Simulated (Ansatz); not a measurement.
# CuH (singlet): PBE, r2SCAN, PBE0, B3LYP, wB97M-V, B2PLYP, RPA-PBE over vertical spin and charge gaps, def2-SVP

How well do these functionals follow the top wave-function level for CuH (singlet) over vertical spin and charge gaps?

Method: def2-SVP, all electrons in the functionals, frozen cores in the correlation of double hybrids and RPA; program: Ansatz 0.2.0, Gaussian basis.

Plan: PBE, r2SCAN, PBE0, B3LYP, wB97M-V, B2PLYP, RPA-PBE, at charge 0, singlet; charge 0, triplet; charge 1, doublet.

9 further runs of the same task are left out: 2 that didn't finish, 7 set aside as unsound or not needed.

**1. The geometry**

The geometry is a PBE0/def2-TZVP stationary point (not a proven minimum).

2 atoms, charge 0, spin multiplicity 1.

Atoms are counted from 1 here; the program's logs count them from 0.

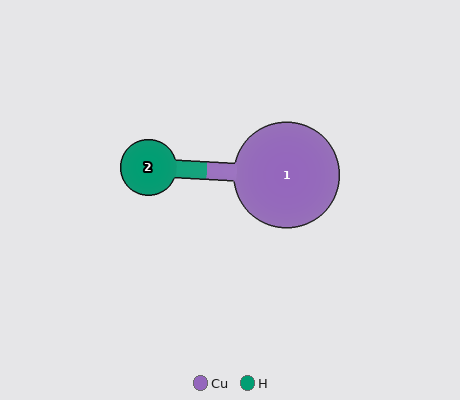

The structure; copper purple, hydrogen teal; atoms are numbered from 1 in the order of the file.

Geometry (Å):

```xyz
2
CuH
Cu    0.0000    0.0000    0.0000
H     0.0000    0.0000    1.4850
```

No dispersion term is added; wB97M-V holds VV10 nonlocal correlation. B3LYP takes the VWN-RPA correlation.

The geometry shown and the zero of energy belong to the point charge 0, singlet. The yardstick, RCCSD(T), and other wave-function levels (R restricted, U unrestricted, valence and pair active spaces) come from earlier runs.

**2. PBE, charge 0, singlet**

The input, in.yaml:

```yaml
crystal:
  periodic: [false, false, false]
  atoms:
    - {symbol: Cu, position_ang: [0.000000, 0.000000, 0.000000]}
    - {symbol: H, position_ang: [0.000000, 0.000000, 1.485034]}
basis:
  gaussian: {orbitals: def2-SVP}
hamiltonian: {xc: {name: PBE}}
output: {orbitals: {seedname: orbitals}}
```

Launch:

```sh
$ ansatz run in.yaml --threads 1 --pin off --events-out ev --progress --plain --max-ram 2393MiB
```

Output:

```text
Functional definition: PBE
  name "PBE"
  cite "Perdew, Burke & Ernzerhof, Phys. Rev. Lett. 77, 3865 (1996) doi:10.1103/PhysRevLett.77.3865"
  parent pbe
  parameter kappa = 0.804
  parameter beta = 0.06672455060314922
  exchange = pbe_x(kappa = kappa, mu = beta*pi^2/3)
  correlation = pbe_c(beta = beta)
442 factors; their error is unknown
mean field evaluation 1: about -44639.4043 eV, gradient 4.1e1 eV
mean field evaluation 2: about -44544.7086 eV, gradient 2.5e2 eV
mean field evaluation 4: about -44642.0580 eV, gradient 1.3e1 eV
mean field evaluation 8: about -44642.5109 eV, gradient 1.2e-1 eV
mean field -44642.51098288 eV, -1640.5820188401 hartree, gradient 7.8e-6 eV, S^2 0.000000; 0 other end points of the search recorded, 0 dependent functions left out
reference -44642.51102513 eV, -1640.5820203928 hartree; 15, 15 occupied and 21, 21 virtual orbitals, 442 factors
Total energy: -44642.51102513 eV, -1640.5820203928 hartree
```

Wall time 1.6 s (1 thread of Intel Xeon at 2.50GHz, shared host).

**3. PBE, charge 0, triplet**

in.yaml, as its differences from that of step 2:

```diff
@@ -7,2 +7,3 @@
   gaussian: {orbitals: def2-SVP}
+magnetization: {spin_polarized: true, initial_magnetization: 2}
 hamiltonian: {xc: {name: PBE}}
```

The command is unchanged.

Output:

```text
Functional definition: PBE
  name "PBE"
  cite "Perdew, Burke & Ernzerhof, Phys. Rev. Lett. 77, 3865 (1996) doi:10.1103/PhysRevLett.77.3865"
  parent pbe
  parameter kappa = 0.804
  parameter beta = 0.06672455060314922
  exchange = pbe_x(kappa = kappa, mu = beta*pi^2/3)
  correlation = pbe_c(beta = beta)
442 factors; their error is unknown
mean field evaluation 1: about -44639.6290 eV, gradient 9.4e0 eV
mean field evaluation 2: about -44639.4370 eV, gradient 1.5e1 eV
mean field evaluation 4: about -44640.0833 eV, gradient 7.1e-1 eV
mean field evaluation 8: about -44640.0859 eV, gradient 7.3e-3 eV
mean field evaluation 16: about -44636.8997 eV, gradient 2.2e1 eV
mean field evaluation 32: about -44640.0724 eV, gradient 1.9e-1 eV
mean field evaluation 64: about -44638.3217 eV, gradient 3.9e-2 eV
mean field -44640.06830921 eV, -1640.4922522384 hartree, gradient 2.4e-5 eV, S^2 2.001493; 7 other end points of the search recorded, 0 dependent functions left out
reference -44640.06836353 eV, -1640.4922542345 hartree; 16, 14 occupied and 20, 22 virtual orbitals, 442 factors
Total energy: -44640.06836353 eV, -1640.4922542345 hartree
```

It took 16 s on 1 thread of Intel Xeon at 2.50GHz, shared host.

From the report: ⟨S²⟩ of the determinant 2.001 (pure triplet: 2.00).

From charge 0, singlet: +56.3 kcal/mol.

**4. PBE, charge 1, doublet**

in.yaml, as its differences from that of step 3:

```diff
@@ -7,3 +7,4 @@
   gaussian: {orbitals: def2-SVP}
-magnetization: {spin_polarized: true, initial_magnetization: 2}
+total_charge: 1
+magnetization: {spin_polarized: true, initial_magnetization: 1}
 hamiltonian: {xc: {name: PBE}}
```

Same command.

Output:

```text
Functional definition: PBE
  name "PBE"
  cite "Perdew, Burke & Ernzerhof, Phys. Rev. Lett. 77, 3865 (1996) doi:10.1103/PhysRevLett.77.3865"
  parent pbe
  parameter kappa = 0.804
  parameter beta = 0.06672455060314922
  exchange = pbe_x(kappa = kappa, mu = beta*pi^2/3)
  correlation = pbe_c(beta = beta)
442 factors; their error is unknown
mean field evaluation 1: about -44609.5290 eV, gradient 8.3e1 eV
mean field evaluation 2: about -43942.1562 eV, gradient 1.5e2 eV
mean field evaluation 4: about -44609.0319 eV, gradient 8.3e1 eV
mean field evaluation 8: about -44633.3833 eV, gradient 1.1e-1 eV
mean field evaluation 16: about -44628.6103 eV, gradient 2.7e1 eV
mean field evaluation 32: about -44630.7078 eV, gradient 1.3e-1 eV
mean field -44633.36603563 eV, -1640.2459482275 hartree, gradient 1.3e-5 eV, S^2 0.752779; 4 other end points of the search recorded, 0 dependent functions left out
reference -44633.36612860 eV, -1640.2459516440 hartree; 15, 14 occupied and 21, 22 virtual orbitals, 442 factors
Total energy: -44633.36612860 eV, -1640.2459516440 hartree
```

Wall time 15 s (1 thread of Intel Xeon at 2.50GHz, shared host).

From the report: ⟨S²⟩ of the determinant 0.753 (pure doublet: 0.75).

From charge 0, singlet: +210.9 kcal/mol.

**5. r2SCAN, charge 0, singlet**

The input, in.yaml:

```yaml
crystal:
  periodic: [false, false, false]
  atoms:
    - {symbol: Cu, position_ang: [0.000000, 0.000000, 0.000000]}
    - {symbol: H, position_ang: [0.000000, 0.000000, 1.485034]}
basis:
  gaussian: {orbitals: def2-SVP}
hamiltonian: {xc: {name: r2SCAN}}
```

Same command.

Output:

```text
Functional definition: r2SCAN
  name "r2SCAN"
  cite "Furness, Kaplan, Ning, Perdew & Sun, J. Phys. Chem. Lett. 11, 8208 (2020) doi:10.1021/acs.jpclett.0c02405"
  cite "Furness, Kaplan, Ning, Perdew & Sun, J. Phys. Chem. Lett. 11, 9248 (2020) doi:10.1021/acs.jpclett.0c03077"
  parent r2scan
  parameter k0 = 0.174
  parameter k1 = 0.065
  parameter a1 = 4.9479
  exchange = r2scan_x(k0 = k0, k1 = k1, a1 = a1)
  correlation = r2scan_c
442 factors; their error is unknown
mean field evaluation 1: about -44645.5213 eV, gradient 4.5e1 eV
mean field evaluation 2: about -44568.8087 eV, gradient 2.2e2 eV
mean field evaluation 4: about -44648.6079 eV, gradient 9.1e0 eV
mean field evaluation 8: about -44648.8387 eV, gradient 1.7e-1 eV
mean field -44648.83871165 eV, -1640.8145585834 hartree, gradient 6.0e-5 eV, S^2 0.000000; 0 other end points of the search recorded, 0 dependent functions left out
reference -44648.83872605 eV, -1640.8145591124 hartree; 15, 15 occupied and 21, 21 virtual orbitals, 442 factors
Total energy: -44648.83872605 eV, -1640.8145591124 hartree
```

Run time: 3 s. Hardware: 1 thread of Intel Xeon at 2.50GHz, shared host.

**6. r2SCAN, charge 0, triplet**

in.yaml, as its differences from that of step 5:

```diff
@@ -7,2 +7,3 @@
   gaussian: {orbitals: def2-SVP}
+magnetization: {spin_polarized: true, initial_magnetization: 2}
 hamiltonian: {xc: {name: r2SCAN}}
```

Same command.

Output, shortened:

```text
Functional definition: r2SCAN
  name "r2SCAN"
  cite "Furness, Kaplan, Ning, Perdew & Sun, J. Phys. Chem. Lett. 11, 8208 (2020) doi:10.1021/acs.jpclett.0c02405"
  cite "Furness, Kaplan, Ning, Perdew & Sun, J. Phys. Chem. Lett. 11, 9248 (2020) doi:10.1021/acs.jpclett.0c03077"
  parent r2scan
[...]
442 factors; their error is unknown
[...]
mean field -44646.69174113 eV, -1640.7356588720 hartree, gradient 1.7e-5 eV, S^2 2.003004; 7 other end points of the search recorded, 0 dependent functions left out
reference -44646.69176408 eV, -1640.7356597154 hartree; 16, 14 occupied and 20, 22 virtual orbitals, 442 factors
Total energy: -44646.69176408 eV, -1640.7356597154 hartree
```

Run time: 17 s. Hardware: 1 thread of Intel Xeon at 2.50GHz, shared host.

From the report: ⟨S²⟩ of the determinant 2.003 (pure triplet: 2.00).

From charge 0, singlet: +49.5 kcal/mol.

**7. r2SCAN, charge 1, doublet**

in.yaml, as its differences from that of step 6:

```diff
@@ -7,3 +7,4 @@
   gaussian: {orbitals: def2-SVP}
-magnetization: {spin_polarized: true, initial_magnetization: 2}
+total_charge: 1
+magnetization: {spin_polarized: true, initial_magnetization: 1}
 hamiltonian: {xc: {name: r2SCAN}}
```

Same command.

Output:

```text
Functional definition: r2SCAN
  name "r2SCAN"
  cite "Furness, Kaplan, Ning, Perdew & Sun, J. Phys. Chem. Lett. 11, 8208 (2020) doi:10.1021/acs.jpclett.0c02405"
  cite "Furness, Kaplan, Ning, Perdew & Sun, J. Phys. Chem. Lett. 11, 9248 (2020) doi:10.1021/acs.jpclett.0c03077"
  parent r2scan
  parameter k0 = 0.174
  parameter k1 = 0.065
  parameter a1 = 4.9479
  exchange = r2scan_x(k0 = k0, k1 = k1, a1 = a1)
  correlation = r2scan_c
442 factors; their error is unknown
mean field evaluation 1: about -44616.6024 eV, gradient 8.1e1 eV
mean field evaluation 2: about -43958.2117 eV, gradient 1.7e2 eV
mean field evaluation 4: about -44614.0083 eV, gradient 8.4e1 eV
mean field evaluation 8: about -44639.8899 eV, gradient 4.2e-2 eV
mean field -44639.87468206 eV, -1640.4851365720 hartree, gradient 1.2e-5 eV, S^2 0.753932; 0 other end points of the search recorded, 0 dependent functions left out
reference -44639.87473160 eV, -1640.4851383924 hartree; 15, 14 occupied and 21, 22 virtual orbitals, 442 factors
Total energy: -44639.87473160 eV, -1640.4851383924 hartree
```

Run time: 8 s. Hardware: 1 thread of Intel Xeon at 2.50GHz, shared host.

From the report: ⟨S²⟩ of the determinant 0.754 (pure doublet: 0.75).

From charge 0, singlet: +206.7 kcal/mol.

**8. PBE0, charge 0, singlet**

The input, in.yaml:

```yaml
crystal:
  periodic: [false, false, false]
  atoms:
    - {symbol: Cu, position_ang: [0.000000, 0.000000, 0.000000]}
    - {symbol: H, position_ang: [0.000000, 0.000000, 1.485034]}
basis:
  gaussian: {orbitals: def2-SVP}
hamiltonian: {xc: {name: PBE0}}
output: {orbitals: {seedname: orbitals}}
```

The command is unchanged.

Output:

```text
Functional definition: PBE0
  name "PBE0"
  cite "Adamo & Barone, J. Chem. Phys. 110, 6158 (1999) doi:10.1063/1.478522"
  cite "Perdew, Burke & Ernzerhof, Phys. Rev. Lett. 77, 3865 (1996) doi:10.1103/PhysRevLett.77.3865"
  parent pbe
  parameter a = 0.25
  parameter kappa = 0.804
  parameter beta = 0.06672455060314922
  exchange = (1 - a)*pbe_x(kappa = kappa, mu = beta*pi^2/3) + a*exact_x
  correlation = pbe_c(beta = beta)
399 factors; integrals over basis functions are off by at most 1.2e-3 eV
mean field evaluation 1: about -44639.6759 eV, gradient 4.5e1 eV
mean field evaluation 2: about -44607.8175 eV, gradient 1.6e2 eV
mean field evaluation 4: about -44642.6156 eV, gradient 3.3e0 eV
mean field evaluation 8: about -44642.6433 eV, gradient 8.1e-2 eV
mean field evaluation 16: about -44642.6433 eV, gradient 1.4e-5 eV
mean field -44642.64331283 eV, -1640.5868818759 hartree, gradient 1.4e-5 eV, S^2 0.000000; 0 other end points of the search recorded, 0 dependent functions left out
reference -44642.64334351 eV, -1640.5868830033 hartree; 15, 15 occupied and 21, 21 virtual orbitals, 399 factors
Total energy: -44642.64334351 eV, -1640.5868830033 hartree
```

It took 2.2 s on 1 thread of Intel Xeon at 2.50GHz, shared host.

**9. PBE0, charge 0, triplet**

in.yaml, as its differences from that of step 8:

```diff
@@ -7,2 +7,3 @@
   gaussian: {orbitals: def2-SVP}
+magnetization: {spin_polarized: true, initial_magnetization: 2}
 hamiltonian: {xc: {name: PBE0}}
```

The command is unchanged.

Output:

```text
Functional definition: PBE0
  name "PBE0"
  cite "Adamo & Barone, J. Chem. Phys. 110, 6158 (1999) doi:10.1063/1.478522"
  cite "Perdew, Burke & Ernzerhof, Phys. Rev. Lett. 77, 3865 (1996) doi:10.1103/PhysRevLett.77.3865"
  parent pbe
  parameter a = 0.25
  parameter kappa = 0.804
  parameter beta = 0.06672455060314922
  exchange = (1 - a)*pbe_x(kappa = kappa, mu = beta*pi^2/3) + a*exact_x
  correlation = pbe_c(beta = beta)
399 factors; integrals over basis functions are off by at most 1.2e-3 eV
mean field evaluation 1: about -44639.3151 eV, gradient 1.7e1 eV
mean field evaluation 2: about -44635.8934 eV, gradient 4.2e1 eV
mean field evaluation 4: about -44640.2900 eV, gradient 1.5e0 eV
mean field evaluation 8: about -44640.3385 eV, gradient 1.2e-1 eV
mean field evaluation 16: about -44640.3386 eV, gradient 2.2e-4 eV
mean field -44640.33856865 eV, -1640.5021840895 hartree, gradient 3.8e-5 eV, S^2 2.002324; 2 other end points of the search recorded, 0 dependent functions left out
reference -44640.33860888 eV, -1640.5021855681 hartree; 16, 14 occupied and 20, 22 virtual orbitals, 399 factors
Total energy: -44640.33860888 eV, -1640.5021855681 hartree
```

Run time: 6.5 s. Hardware: 1 thread of Intel Xeon at 2.50GHz, shared host.

From the report: ⟨S²⟩ of the determinant 2.002 (pure triplet: 2.00).

From charge 0, singlet: +53.1 kcal/mol.

**10. PBE0, charge 1, doublet**

in.yaml, as its differences from that of step 9:

```diff
@@ -7,3 +7,4 @@
   gaussian: {orbitals: def2-SVP}
-magnetization: {spin_polarized: true, initial_magnetization: 2}
+total_charge: 1
+magnetization: {spin_polarized: true, initial_magnetization: 1}
 hamiltonian: {xc: {name: PBE0}}
```

Launched as before.

Output:

```text
Functional definition: PBE0
  name "PBE0"
  cite "Adamo & Barone, J. Chem. Phys. 110, 6158 (1999) doi:10.1063/1.478522"
  cite "Perdew, Burke & Ernzerhof, Phys. Rev. Lett. 77, 3865 (1996) doi:10.1103/PhysRevLett.77.3865"
  parent pbe
  parameter a = 0.25
  parameter kappa = 0.804
  parameter beta = 0.06672455060314922
  exchange = (1 - a)*pbe_x(kappa = kappa, mu = beta*pi^2/3) + a*exact_x
  correlation = pbe_c(beta = beta)
399 factors; integrals over basis functions are off by at most 1.2e-3 eV
mean field evaluation 1: about -44612.2417 eV, gradient 7.9e1 eV
mean field evaluation 2: about -44004.0202 eV, gradient 2.2e2 eV
mean field evaluation 4: about -44632.5742 eV, gradient 1.7e1 eV
mean field evaluation 8: about -44633.6283 eV, gradient 5.4e-1 eV
mean field evaluation 16: about -44633.6546 eV, gradient 5.0e-4 eV
mean field -44633.65462871 eV, -1640.2565538274 hartree, gradient 1.3e-5 eV, S^2 0.754890; 0 other end points of the search recorded, 0 dependent functions left out
reference -44633.65469687 eV, -1640.2565563322 hartree; 15, 14 occupied and 21, 22 virtual orbitals, 399 factors
Total energy: -44633.65469687 eV, -1640.2565563322 hartree
```

Run time: 5.5 s. Hardware: 1 thread of Intel Xeon at 2.50GHz, shared host.

From the report: ⟨S²⟩ of the determinant 0.755 (pure doublet: 0.75).

From charge 0, singlet: +207.3 kcal/mol.

**11. B3LYP, charge 0, singlet**

The input, in.yaml:

```yaml
crystal:
  periodic: [false, false, false]
  atoms:
    - {symbol: Cu, position_ang: [0.000000, 0.000000, 0.000000]}
    - {symbol: H, position_ang: [0.000000, 0.000000, 1.485034]}
basis:
  gaussian: {orbitals: def2-SVP}
hamiltonian: {xc: {name: B3LYP}}
```

The command is unchanged.

Output, shortened:

```text
Functional definition: B3LYP
  name "B3LYP"
  cite "Stephens, Devlin, Chabalowski & Frisch, J. Phys. Chem. 98, 11623 (1994) doi:10.1021/j100096a001"
  cite "Becke, Phys. Rev. A 38, 3098 (1988) doi:10.1103/PhysRevA.38.3098"
  cite "Lee, Yang & Parr, Phys. Rev. B 37, 785 (1988) doi:10.1103/PhysRevB.37.785"
  cite "Vosko, Wilk & Nusair, Can. J. Phys. 58, 1200 (1980) doi:10.1139/p80-159"
[...]
399 factors; integrals over basis functions are off by at most 1.2e-3 eV
[...]
mean field -44650.80774584 eV, -1640.8869192552 hartree, gradient 5.1e-5 eV, S^2 0.000000; 0 other end points of the search recorded, 0 dependent functions left out
reference -44650.80793753 eV, -1640.8869262996 hartree; 15, 15 occupied and 21, 21 virtual orbitals, 399 factors
Total energy: -44650.80793753 eV, -1640.8869262996 hartree
```

Wall time 2 s (1 thread of Intel Xeon at 2.50GHz, shared host).

**12. B3LYP, charge 0, triplet**

in.yaml, as its differences from that of step 11:

```diff
@@ -7,2 +7,3 @@
   gaussian: {orbitals: def2-SVP}
+magnetization: {spin_polarized: true, initial_magnetization: 2}
 hamiltonian: {xc: {name: B3LYP}}
```

The command is unchanged.

Output, shortened:

```text
Functional definition: B3LYP
  name "B3LYP"
  cite "Stephens, Devlin, Chabalowski & Frisch, J. Phys. Chem. 98, 11623 (1994) doi:10.1021/j100096a001"
  cite "Becke, Phys. Rev. A 38, 3098 (1988) doi:10.1103/PhysRevA.38.3098"
  cite "Lee, Yang & Parr, Phys. Rev. B 37, 785 (1988) doi:10.1103/PhysRevB.37.785"
  cite "Vosko, Wilk & Nusair, Can. J. Phys. 58, 1200 (1980) doi:10.1139/p80-159"
[...]
399 factors; integrals over basis functions are off by at most 1.2e-3 eV
[...]
mean field -44648.38671244 eV, -1640.7979479186 hartree, gradient 1.5e-5 eV, S^2 2.001807; 2 other end points of the search recorded, 0 dependent functions left out
reference -44648.38691386 eV, -1640.7979553207 hartree; 16, 14 occupied and 20, 22 virtual orbitals, 399 factors
Total energy: -44648.38691386 eV, -1640.7979553207 hartree
```

Run time: 5.5 s. Hardware: 1 thread of Intel Xeon at 2.50GHz, shared host.

From the report: ⟨S²⟩ of the determinant 2.002 (pure triplet: 2.00).

From charge 0, singlet: +55.8 kcal/mol.

**13. B3LYP, charge 1, doublet**

in.yaml, as its differences from that of step 12:

```diff
@@ -7,3 +7,4 @@
   gaussian: {orbitals: def2-SVP}
-magnetization: {spin_polarized: true, initial_magnetization: 2}
+total_charge: 1
+magnetization: {spin_polarized: true, initial_magnetization: 1}
 hamiltonian: {xc: {name: B3LYP}}
```

Same command.

Output, shortened:

```text
Functional definition: B3LYP
  name "B3LYP"
  cite "Stephens, Devlin, Chabalowski & Frisch, J. Phys. Chem. 98, 11623 (1994) doi:10.1021/j100096a001"
  cite "Becke, Phys. Rev. A 38, 3098 (1988) doi:10.1103/PhysRevA.38.3098"
  cite "Lee, Yang & Parr, Phys. Rev. B 37, 785 (1988) doi:10.1103/PhysRevB.37.785"
  cite "Vosko, Wilk & Nusair, Can. J. Phys. 58, 1200 (1980) doi:10.1139/p80-159"
[...]
399 factors; integrals over basis functions are off by at most 1.2e-3 eV
[...]
mean field -44641.58737873 eV, -1640.5480770136 hartree, gradient 5.7e-5 eV, S^2 0.754491; 0 other end points of the search recorded, 0 dependent functions left out
reference -44641.58773414 eV, -1640.5480900748 hartree; 15, 14 occupied and 21, 22 virtual orbitals, 399 factors
Total energy: -44641.58773414 eV, -1640.5480900748 hartree
```

Wall time 5.5 s (1 thread of Intel Xeon at 2.50GHz, shared host).

From the report: ⟨S²⟩ of the determinant 0.754 (pure doublet: 0.75).

From charge 0, singlet: +212.6 kcal/mol.

**14. wB97M-V, charge 0, singlet**

The input, in.yaml:

```yaml
crystal:
  periodic: [false, false, false]
  atoms:
    - {symbol: Cu, position_ang: [0.000000, 0.000000, 0.000000]}
    - {symbol: H, position_ang: [0.000000, 0.000000, 1.485034]}
basis:
  gaussian: {orbitals: def2-SVP}
hamiltonian: {xc: {name: wB97M-V}}
output: {orbitals: {seedname: orbitals}}
```

Launched as before.

Output, shortened:

```text
Functional definition: wB97M-V
  name "wB97M-V"
  cite "Mardirossian & Head-Gordon, J. Chem. Phys. 144, 214110 (2016) doi:10.1063/1.4952647"
  cite "Becke, J. Chem. Phys. 107, 8554 (1997) doi:10.1063/1.475007"
  cite "Vydrov & Van Voorhis, J. Chem. Phys. 133, 244103 (2010) doi:10.1063/1.3521275"
  # Of w^i u^j: cxij and so on, Table III.
[...]
  gx(w, u) = 1 - cx + cx01*u + cx10*w
  gss(w, u) = css00 + css04*u^4 + css10*w + css20*w^2 + css43*w^4*u^3
  gos(w, u) = cos00 + cos10*w + (cos20 + cos21*u)*w^2 + (cos60 + cos61*u)*w^6
[...]
      + integral(e_c_pw_mod_opposite_spin*gos(b97_w_opposite, b97_u_opposite)) + vv10(b, c)
399 factors; integrals over basis functions are off by at most 1.2e-3 eV
74 factors; integrals over basis functions are off by at most 1.4e-4 eV
[...]
mean field -44646.76936958 eV, -1640.7385116647 hartree, gradient 7.1e-5 eV, S^2 0.000000; 0 other end points of the search recorded, 0 dependent functions left out
reference -44646.76941939 eV, -1640.7385134952 hartree; 15, 15 occupied and 21, 21 virtual orbitals, 399 factors
Total energy: -44646.76941939 eV, -1640.7385134952 hartree
```

Wall time 6 s (1 thread of Intel Xeon at 2.50GHz, shared host).

**15. wB97M-V, charge 0, triplet**

in.yaml, as its differences from that of step 14:

```diff
@@ -7,2 +7,3 @@
   gaussian: {orbitals: def2-SVP}
+magnetization: {spin_polarized: true, initial_magnetization: 2}
 hamiltonian: {xc: {name: wB97M-V}}
```

The command is unchanged.

Output, shortened:

```text
Functional definition: wB97M-V
  name "wB97M-V"
  cite "Mardirossian & Head-Gordon, J. Chem. Phys. 144, 214110 (2016) doi:10.1063/1.4952647"
  cite "Becke, J. Chem. Phys. 107, 8554 (1997) doi:10.1063/1.475007"
  cite "Vydrov & Van Voorhis, J. Chem. Phys. 133, 244103 (2010) doi:10.1063/1.3521275"
  # Of w^i u^j: cxij and so on, Table III.
[...]
  gx(w, u) = 1 - cx + cx01*u + cx10*w
  gss(w, u) = css00 + css04*u^4 + css10*w + css20*w^2 + css43*w^4*u^3
  gos(w, u) = cos00 + cos10*w + (cos20 + cos21*u)*w^2 + (cos60 + cos61*u)*w^6
[...]
      + integral(e_c_pw_mod_opposite_spin*gos(b97_w_opposite, b97_u_opposite)) + vv10(b, c)
399 factors; integrals over basis functions are off by at most 1.2e-3 eV
74 factors; integrals over basis functions are off by at most 1.4e-4 eV
[...]
mean field -44644.26796288 eV, -1640.6465866643 hartree, gradient 3.1e-5 eV, S^2 2.002382; 2 other end points of the search recorded, 0 dependent functions left out
reference -44644.26801322 eV, -1640.6465885140 hartree; 16, 14 occupied and 20, 22 virtual orbitals, 399 factors
Total energy: -44644.26801322 eV, -1640.6465885140 hartree
```

It took 19 s on 1 thread of Intel Xeon at 2.50GHz, shared host.

From the report: ⟨S²⟩ of the determinant 2.002 (pure triplet: 2.00).

From charge 0, singlet: +57.7 kcal/mol.

(Part 1 of 2 ends here.)
